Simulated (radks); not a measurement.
**Atomic calculation for Tm**

System: the neutral thulium atom in the configuration [Xe] 4f13 6s2. It sits in a hard spherical wall of radius 3.5 bohr.
Method: scalar-relativistic Kohn-Sham, LDA (Slater exchange, Perdew-Wang correlation), spin-unpolarised, spherical densities, point nucleus (the in-house radial solver radks).

**The program's output**
```
1s      1   2.0000       -2176.54651263
2s      1   2.0000        -366.89460357
2p      1   6.0000        -324.01321454
3s      1   2.0000         -82.10703483
3p      1   6.0000         -69.12420875
3d      1  10.0000         -53.06760878
4s      1   2.0000         -15.80986199
4p      1   6.0000         -11.54187082
4d      1  10.0000          -5.87555425
4f      1  13.0000           0.29263304
5s      1   2.0000          -1.58331694
5p      1   6.0000          -0.62566175
6s      1   2.0000           0.67099799
5d      1   0.0000           0.46764901
6p      1   0.0000           1.15702338
7s      1   0.0000           3.18397456
Etot -13557.60101596844
Ekin 14741.695141244185
Encl -33368.32047642532
Eh 5346.304723240215
Exc -277.2804040275224
err 2.4367636864483886e-09
it 16
```

**Orbitals**

| orbital | occupation | energy (eV) | ⟨r⟩ (bohr) | outer maximum (bohr) |
| --- | --- | --- | --- | --- |
| 1s | 2 | −59226.8 | 0.02002 | 0.0126 |
| 2s | 2 | −9983.7 | 0.08493 | 0.0719 |
| 2p | 6 | −8816.8 | 0.07544 | 0.0586 |
| 3s | 2 | −2234.2 | 0.2212 | 0.203 |
| 3p | 6 | −1881.0 | 0.2205 | 0.200 |
| 3d | 10 | −1444.0 | 0.1999 | 0.163 |
| 4s | 2 | −430.208 | 0.4981 | 0.464 |
| 4p | 6 | −314.070 | 0.5288 | 0.486 |
| 4d | 10 | −159.882 | 0.5722 | 0.501 |
| 5s | 2 | −43.084 | 1.241 | 1.09 |
| 5p | 6 | −17.025 | 1.466 | 1.26 |
| 4f | 13 | 7.963 | 0.8003 | 0.496 |
| 5d | 0 | 12.725 | 1.883 | 1.80 |
| 6s | 2 | 18.259 | 2.179 | 2.39 |
| 6p | 0 | 31.484 | 2.160 | 2.54 |
| 7s | 0 | 86.640 | 2.087 | 2.90 |

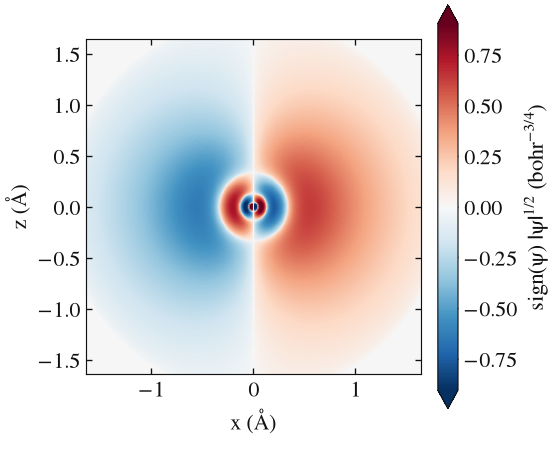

Fig. 1: The 5p(x) orbital. In the xz plane through the nucleus, the colour gives the signed square root of ψ. (1 bohr = 0.529 Å.) The radial function comes from the spherical calculation and is multiplied by a real spherical harmonic; the overall sign is chosen so that the largest lobe of P(r) is positive; at the scalar-relativistic level it is the large component. It has the nodal plane yz and 3 radial nodes, at r = 0.0862, 0.252 and 0.636 bohr. The outermost maximum of P² lies at 1.26 bohr, ⟨r⟩ = 1.47 bohr, 90 % of the charge lies within 2.16 bohr, and the eigenvalue is −17.0 eV, with 6 electrons in the shell.

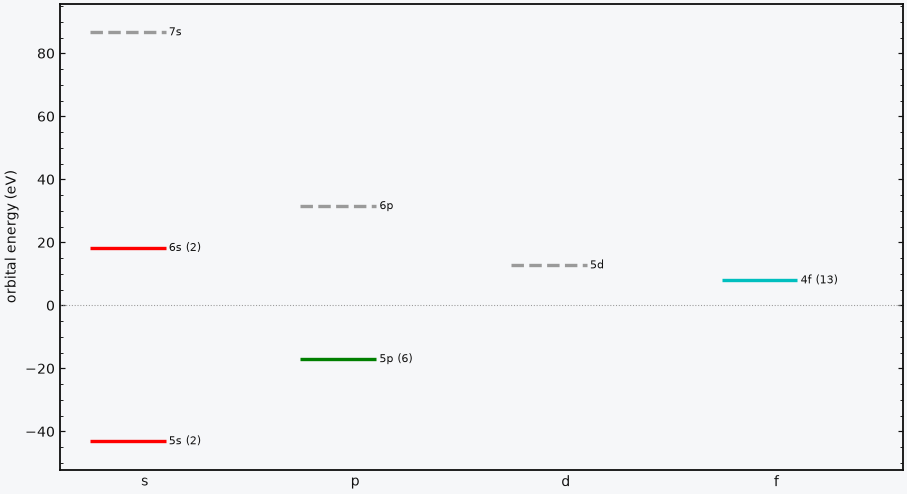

Fig. 2: The outer levels are drawn (occupations in brackets, empty levels dashed). The highest occupied level is 6s at 18.3 eV. From the top down the occupied levels run 6s (18.3 eV), 4f (7.96 eV), 5p (−17.0 eV), 5s (−43.1 eV). The wall pushes the highest level above zero, where only the wall holds the electron in. The order isn't aufbau: the empty 5d level lies under the highest occupied one.

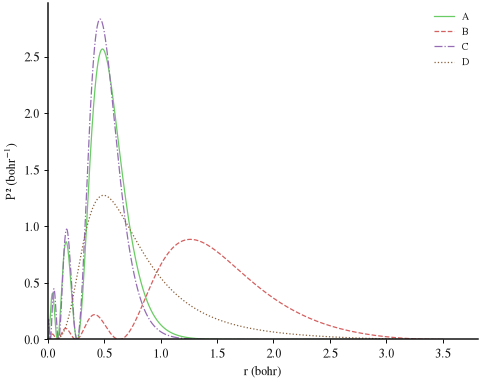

Fig. 3: The radial probability densities P² of 4p, 4f, 5p and 4s. A is 4p; B is 5p; C is 4s; D is 4f. 4s: outer maximum at 0.464 bohr, ⟨r⟩ = 0.498 bohr, 3 nodes, eigenvalue −430.2 eV; 4p: outer maximum at 0.486 bohr, ⟨r⟩ = 0.529 bohr, 2 nodes, eigenvalue −314.1 eV; 4f: outer maximum at 0.496 bohr, ⟨r⟩ = 0.800 bohr, 0 nodes, eigenvalue 7.96 eV; 5p: outer maximum at 1.26 bohr, ⟨r⟩ = 1.47 bohr, 3 nodes, eigenvalue −17.0 eV.

**The input**
```
Z 69
configuration [Xe] 4f13 6s2 5d0 6p0 7s0
relativity scalar-relativistic
functional lda,pw
spin unpolarised
nucleus point
wall 3.5 bohr
c 137.035999084
```

Energies in input and log are in hartree, lengths in bohr.

Launched within a batch (the task file carries these settings):
```bash
python <driver script> task.json out
```

**Results in brief**

```
                       quantity                                                                 value
                        outcome                                                             converged
                   total energy                                                   −13557.6010 hartree
                 kinetic energy                                                    14741.6951 hartree
        electron–nucleus energy                                                   −33368.3205 hartree
                 Hartree energy                                                     5346.3047 hartree
    exchange–correlation energy                                                   −277.280404 hartree
radius at density 0.001 e/bohr³                                                             3.31 bohr
           pressure on the wall                                                               369 GPa
                 SCF iterations                                                                    16
                       hardware  1 thread of Arm Neoverse V2, 23 GiB of memory available, shared host
```
